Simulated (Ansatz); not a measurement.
**CH₈NSi (charge +1): density, localisation and related maps**

Input

```
crystal:
  periodic: [false, false, false]
  atoms:
    - symbol: C
      position_ang: [-2.660056, 0.090499, -0.089078]
    - symbol: N
      position_ang: [0.133600, 0.116017, 1.093645]
    - symbol: Si
      position_ang: [-0.874616, -0.101748, -0.553461]
    - symbol: H
      position_ang: [-2.881598, 1.096005, 0.322010]
    - symbol: H
      position_ang: [-3.268767, -0.028709, -1.011148]
    - symbol: H
      position_ang: [-2.994319, -0.687090, 0.626965]
    - symbol: H
      position_ang: [-0.271715, 0.989623, -1.373113]
    - symbol: H
      position_ang: [-0.426877, -1.467849, -0.953080]
    - symbol: H
      position_ang: [-0.016312, 1.043545, 1.531263]
    - symbol: H
      position_ang: [1.154514, 0.027097, 0.936216]
    - symbol: H
      position_ang: [-0.115993, -0.591807, 1.808476]
basis:
  gaussian:
    orbitals: def2-TZVPD
hamiltonian:
  xc: pbe0
output:
  forces: true
  orbitals: {seedname: orbitals}
total_charge: 1
```

Run with:

```sh
ansatz run input.yaml --threads 2 --pin off --max-ram 4350MiB --events-out events.jsonl --progress --plain --runs-dir runs
```

Geometry: PBE-D3(BJ)/def2-SVP.

Computed with Ansatz, isolated molecule in a Gaussian basis; Kohn-Sham density functional theory, functional PBE0.

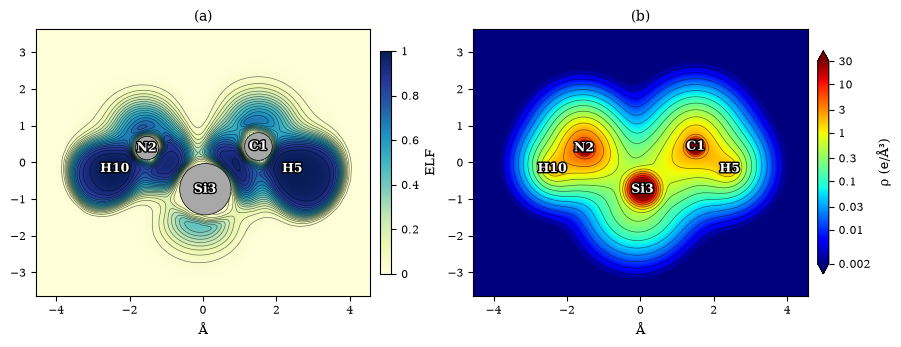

Figure 1. (a) electron localisation function; (b) electron density on the plane of atoms C1, Si3 and N2. Grey discs cover the atomic cores in the ELF map.

> Describe what can be read from this map.

Atoms in the plane: C, N, Si and H.
C–Si (1.85 Å): the density is about 1 e/Å³ at the midpoint; the ELF peaks at about 0.95 between the atoms; a covalent bond.
Si–N (1.94 Å): ρ is about 0.73 e/Å³ halfway; the ELF peaks at about 0.95 between the atoms: a shared but strongly polarised pair.
N–H (1.04 Å): the density is about 2.8 e/Å³ at the midpoint; the ELF climbs to about 1 towards the hydrogen, as it does in any bond to H; an ordinary covalent bond to hydrogen.
C–H (1.11 Å): the density is about 1.9 e/Å³ at the midpoint; the ELF climbs to about 1 towards the hydrogen; a covalent bond by its length.

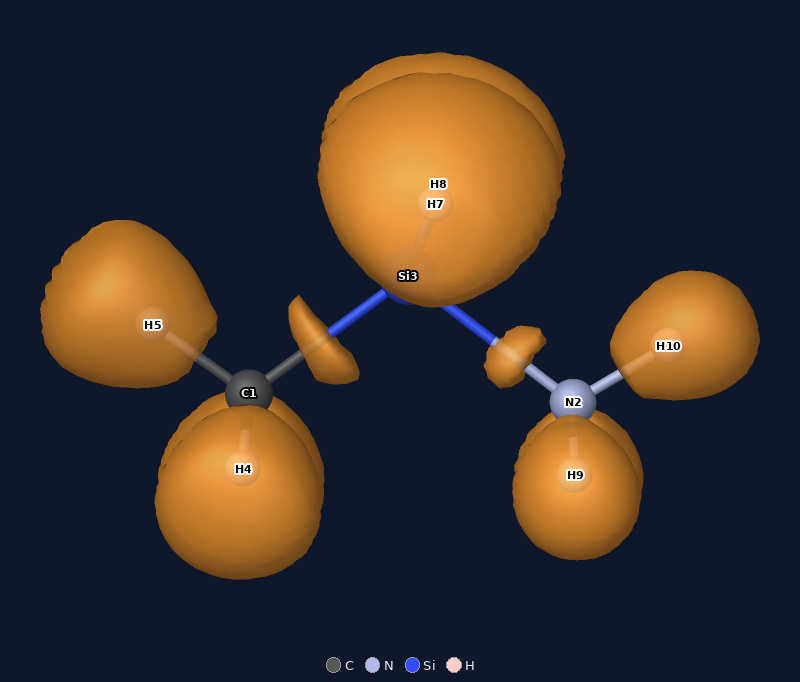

Figure 2. Isosurface of the electron localisation function at 0.9 (orange), seen across its widest extent. Only the valence region is drawn (cores and ρ < 0.01 e/Å³ removed).

> Where are the electrons localised?

The ELF exceeds this value in one region between bonded C–Si atoms (shared pairs), one region between bonded N–Si atoms (shared pairs) and eight regions around hydrogen nuclei.

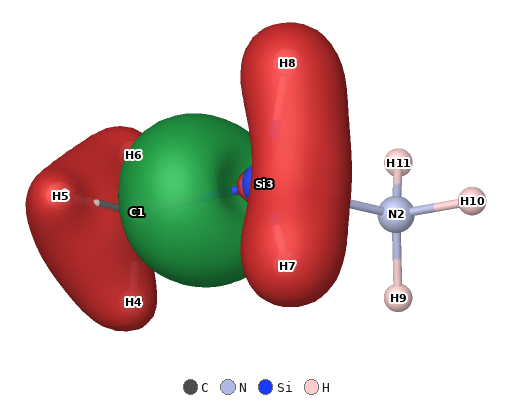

Figure 3. One frontier orbital at ±0.15 Å⁻³ᐟ² (green and red are the two phases), seen from one side.

> Which orbital is it: HOMO or LUMO?

The HOMO, at −14.45 eV. It lies mainly on C1 (about 40 %), Si3 (about 30 %), H7 (about 5 %) and H8 (about 5 %).
